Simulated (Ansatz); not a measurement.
# BH3 (borane) at 6 levels

Wanted: a comparison of 6 runs (HSE06/3-21G, B2PLYP/6-31G*, CAM-B3LYP/6-31G*, revPBE/6-31G*, CCSDT(Q)/6-31G*, UCCSD(T)/3-21G) of BH3 (borane). 

Program for the calculation: Ansatz 0.2.0.

54 further runs of the same task are left out: 54 set aside as unsound or not needed.

## 1. Starting point

BH3 has 4 atoms, charge 0, and is taken as a singlet. As SMILES, `B`. The H2–B1 distance was set to 2.984 Å, away from the relaxed value. At this shape a bond of the SMILES string is far longer than usual.

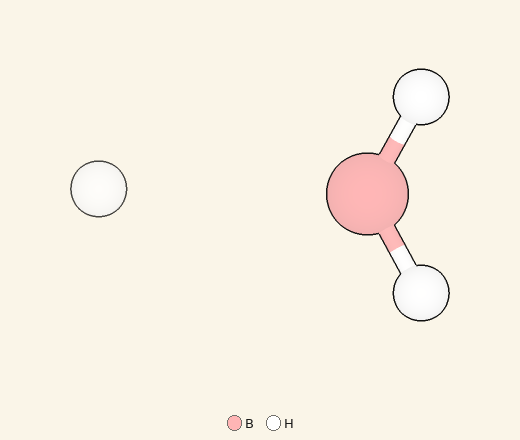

Viewed from a chosen angle; boron pink, hydrogen white.

## 2. The energy at HSE06/3-21G (run 1)

Contents of run.yaml:

```yaml
crystal:
  periodic: [false, false, false]
  atoms:
    - symbol: B
      position_ang: [-1.438531, -0.610292, -0.865939]
    - symbol: H
      position_ang: [0.982200, 0.381700, 0.568800]
    - symbol: H
      position_ang: [-1.728631, -1.766992, -0.817839]
    - symbol: H
      position_ang: [-2.116831, 0.149708, -1.487739]
basis:
  gaussian: {orbitals: 3-21G.json}
magnetization: {spin_polarized: false}
hamiltonian: {xc: hse06}
accuracy: high
```

The basis set 3-21G is read from a file made from the Basis Set Exchange's data (not shown).

On the command line:

```console
$ ansatz run run.yaml --threads 1 --pin off --max-ram 2610MiB --events-out events.jsonl --progress --plain --runs-dir runs
```

The program printed:

```text
Warning: RAYON_NUM_THREADS=1 ignored (pool sized by the plan → 1); use --threads N
Functional definition: HSE06
  name "HSE06"
  parameter a = 0.25
  parameter omega = 0.11/bohr
  exchange = pbe_x - a*pbe_x_sr(omega) + a*exact_x_sr(omega)
  correlation = pbe_c
284 factors; integrals over basis functions are off by at most 3.0e-9 eV
67 factors; integrals over basis functions are off by at most 5.2e-10 eV
mean field evaluation 1: about -712.9312 eV, gradient 4.9e0 eV
mean field evaluation 2: about -711.7216 eV, gradient 1.4e1 eV
mean field evaluation 4: about -713.0555 eV, gradient 8.4e-1 eV
mean field evaluation 8: about -713.0392 eV, gradient 5.6e-4 eV
mean field evaluation 16: about -713.0392 eV, gradient 5.9e-8 eV
mean field -713.03923690 eV, -26.2037086407 hartree, gradient 5.9e-8 eV, S^2 0.000000; 0 other end points of the search recorded, 0 dependent functions left out
reference -713.03923881 eV, -26.2037087108 hartree; 4, 4 occupied and 11, 11 virtual orbitals, 284 factors
Total energy: -713.03923881 eV, -26.2037087108 hartree
```

Wall time 0.61 s (1 thread of Arm Neoverse V1, shared host).

## 3. A single-point energy at B2PLYP/6-31G(d) (spherical functions) (run 2)

Contents of job.yaml:

```yaml
crystal:
  periodic: [false, false, false]
  atoms:
    - {symbol: B, position_ang: [-1.438531, -0.610292, -0.865939]}
    - {symbol: H, position_ang: [0.982200, 0.381700, 0.568800]}
    - {symbol: H, position_ang: [-1.728631, -1.766992, -0.817839]}
    - {symbol: H, position_ang: [-2.116831, 0.149708, -1.487739]}
basis:
  gaussian:
    orbitals: 6-31G_st_-spherical.json
hamiltonian:
  xc: {name: B2PLYP}
correlation:
  frozen_orbitals: {B: 1, H: 0}
accuracy: high
```

The basis set 6-31G* is read from a file made from the Basis Set Exchange's data (not shown).

On the command line:

```console
$ ansatz run job.yaml --threads 1 --pin off --max-ram 2610MiB --events-out events.jsonl --progress --plain --runs-dir runs
```

The program printed (excerpt; [...] marks lines left out):

```text
Warning: RAYON_NUM_THREADS=1 ignored (pool sized by the plan → 1); use --threads N
Functional definition: B2PLYP
  name "B2PLYP"
[...]
409 factors; integrals over basis functions are off by at most 1.3e-8 eV
[...]
mean field -716.17455951 eV, -26.3189296213 hartree, gradient 3.5e-9 eV, S^2 0.000000; 0 other end points of the search recorded, 0 dependent functions left out; unrestricted orbitals would lower it
1 core orbitals not correlated: weight in the atoms' cores, before any rotation towards them, 1.000 or more for the frozen orbitals, at most 0.000 for the correlated occupied ones
reference -716.17457832 eV, -26.3189303127 hartree; 3, 3 occupied and 16, 16 virtual orbitals, 409 factors
second order -4.19617179 eV of doubles, -0.00000000 eV of singles
Total energy: -717.30754470 eV, -26.3605660594 hartree
```

Wall time 0.85 s (1 thread of Arm Neoverse V1, shared host).

Runs 3 to 5 aren't shown in full; the table further down has their settings and results.

## 4. The energy at UCCSD(T)/3-21G (run 6)

Contents of input.yaml:

```yaml
crystal:
  periodic: [false, false, false]
  atoms:
    - symbol: B
      position_ang: [-1.438531, -0.610292, -0.865939]
    - symbol: H
      position_ang: [0.982200, 0.381700, 0.568800]
    - symbol: H
      position_ang: [-1.728631, -1.766992, -0.817839]
    - symbol: H
      position_ang: [-2.116831, 0.149708, -1.487739]
basis:
  gaussian: {orbitals: 3-21G.json}
total_charge: 0
magnetization: {spin_polarized: true, initial_magnetization: 0}
correlation: {method: ccsd_t, frozen_orbitals: {B: 1, H: 0}}
accuracy: high
scf: {omitted_lower_state_checks: [cluster_reference, increment]}
```

The basis set 3-21G is read from a file made from the Basis Set Exchange's data (not shown).

On the command line:

```console
$ ansatz run input.yaml --threads 1 --pin off --max-ram 2610MiB --events-out events.jsonl --progress --plain --runs-dir runs
```

The program printed:

```text
Warning: RAYON_NUM_THREADS=1 ignored (pool sized by the plan → 1); use --threads N
[... 13 lines left out ...]
1 core orbitals not correlated: weight in the atoms' cores, before any rotation towards them, 1.000 or more for the frozen orbitals, at most 0.000 for the correlated occupied ones
[... 38 lines left out ...]
Total energy: -711.78879024 eV, -26.1577555734 hartree
Checks for a lower state left out: cluster_reference, increment
```

It took 0.24 s on 1 thread of Arm Neoverse V1, shared host.

## 5. All runs side by side

| run | level | frozen core orbitals | energy (Eh) | wall time |
| --- | --- | --- | --- | --- |
| 1 | HSE06/3-21G | – | -26.203709 | 0.61 s |
| 2 | B2PLYP/6-31G* (spherical functions) | 1 | -26.360566 | 0.85 s |
| 3 | CAM-B3LYP/6-31G* (spherical functions) | – | -26.370764 | 0.74 s |
| 4 | revPBE/6-31G* (spherical functions) | – | -26.410033 | 0.64 s |
| 5 | CCSDT(Q)/6-31G* (spherical functions) | 1 | -26.327796 | 0.49 s |
| 6 | UCCSD(T)/3-21G | 1 | -26.157756 | 0.24 s |

## 6. Results

| quantity | value |
| --- | --- |
| run 6: total energy | -26.15776 Eh |
| run 6: correlation energy (1 core orbital frozen) | -58.0 mEh |
| run 6: (T) correction | -1.76 mEh |
| run 6: ⟨S²⟩ of the reference determinant | 0.952 |
| run 6: T1 diagnostic | 0.042 |

What this shows: Totals of different functionals can't be ranked against each other. In runs 2, 5 the log says that unrestricted orbitals would lower the reference, so the values rest on an unstable closed-shell determinant (other closed-shell runs at this shape may share the fault). Spin contamination of the reference: run 6 ⟨S²⟩ = 0.95. Where it is this large, the reference is a mixture of spin states, and values that rest on it are in doubt. All runs together took 3.6 s, the longest 0.85 s.
